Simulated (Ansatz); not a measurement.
**FH₄OSi₂ (charge +1): density, localisation and related maps**

```yaml
atoms:
  - { symbol: F, position_ang: [0.1321, 2.3728, 2.0265] }
  - { symbol: O, position_ang: [1.8873, 0.9632, 0.5079] }
  - { symbol: Si, position_ang: [1.4563, 1.5352, 1.8844] }
  - { symbol: Si, position_ang: [2.0802, 0.4632, -1.1807] }
  - { symbol: H, position_ang: [2.2202, 1.3476, 3.1150] }
  - { symbol: H, position_ang: [2.2234, -1.0032, -1.0852] }
  - { symbol: H, position_ang: [3.3012, 1.1768, -1.6058] }
  - { symbol: H, position_ang: [0.8420, 0.9166, -1.8468] }
```

Geometry: B3LYP-D3(BJ)/def2-SVP.

Level of theory: Ansatz 0.2.0, isolated molecule in a Gaussian basis; Kohn-Sham density functional theory, functional PBE0.

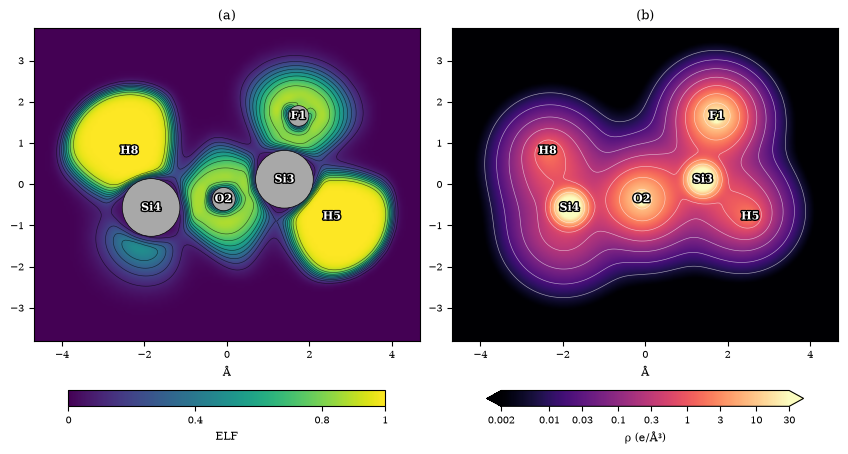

Figure 1. (a) ELF; (b) total electron density on the plane of atoms O2, Si3 and H5. Grey discs cover the atomic cores in the ELF map.

Question: What does the map show?

Answer: The section cuts through F, O, Si and H sites. Si–O (1.55 Å): ρ is about 1.4 e/Å³ halfway; the ELF peaks at about 0.85 between the atoms, as expected for a short, strongly polar bond. Si–F (1.57 Å): ρ is about 1.3 e/Å³ halfway; the ELF peaks at about 0.85 in the valence shell of F, 0.6 Å from its nucleus, and is about 0.55 at the midpoint. Si–H (1.46 Å): ρ is about 0.92 e/Å³ halfway; the ELF climbs to about 1 towards the hydrogen, as it does in any bond to H. Si–O (1.77 Å): the density is about 0.8 e/Å³ at the midpoint; the ELF peaks at about 0.85 between the atoms (a polar covalent bond). The ELF also peaks beside O2 and F1, away from the bonds: lone-pair regions.

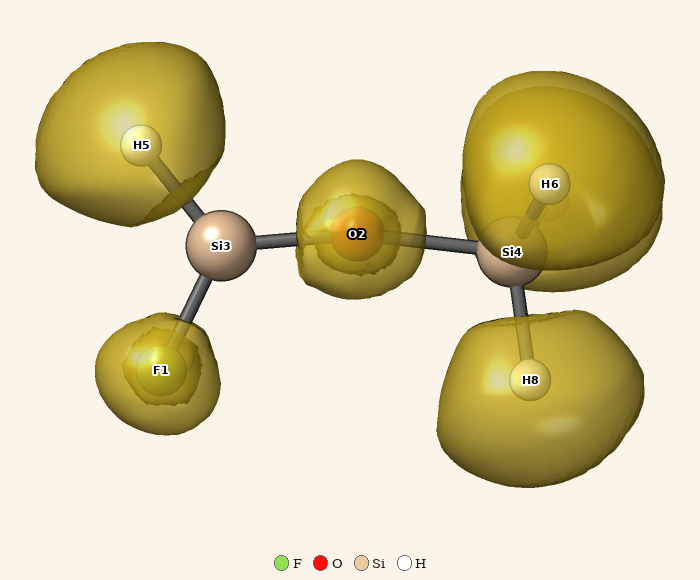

Figure 2. Isosurface of the electron localisation function at 0.8 (yellow), seen at a tilt. Only the valence region is drawn (cores and ρ < 0.01 e/Å³ removed).

Question: What do the ELF domains correspond to?

Answer: The ELF exceeds this value in four regions around hydrogen nuclei, one region wrapped around F (its lone pairs, merged into a ring or cap) and one region wrapped around O (its lone pairs, merged into a ring or cap).

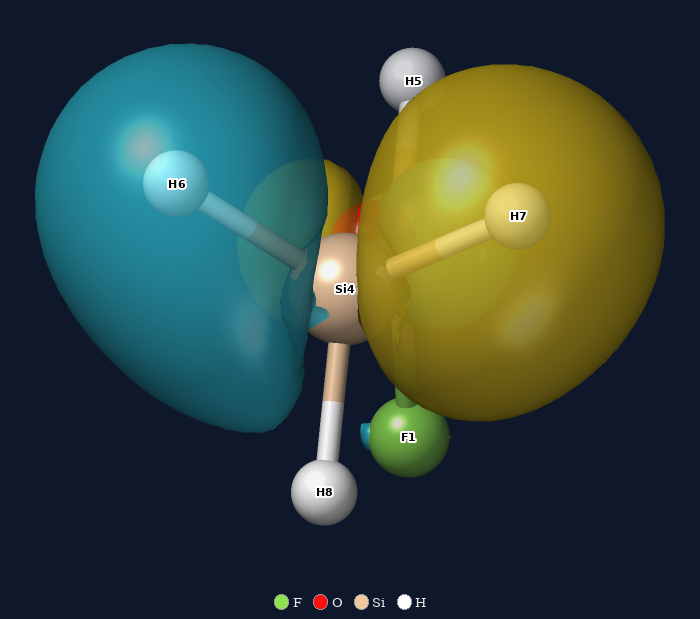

Figure 3. The HOMO−1 at ±0.1 Å⁻³ᐟ² (yellow and cyan are the two phases), seen at an oblique angle.

Question: What is the character of this orbital?

Answer: Its weight (Hirshfeld) is mainly on Si4 (about 40 %), H7 (about 25 %), H6 (about 20 %) and O2 (about 5 %). Its energy is −14.44 eV.

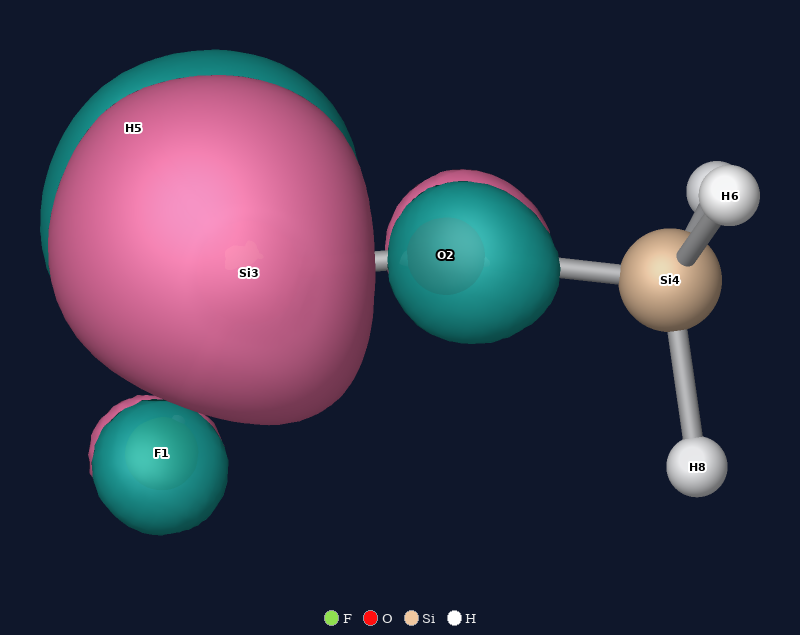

Figure 4. One frontier orbital at ±0.1 Å⁻³ᐟ² (teal and pink are the two phases), seen across its widest extent.

Question: Which orbital is it: HOMO or LUMO?

Answer: The LUMO, at −7.75 eV. Its weight (Hirshfeld) is mainly on Si3 (about 75 %), O2 (about 10 %), H5 (about 10 %) and F1 (about 5 %).
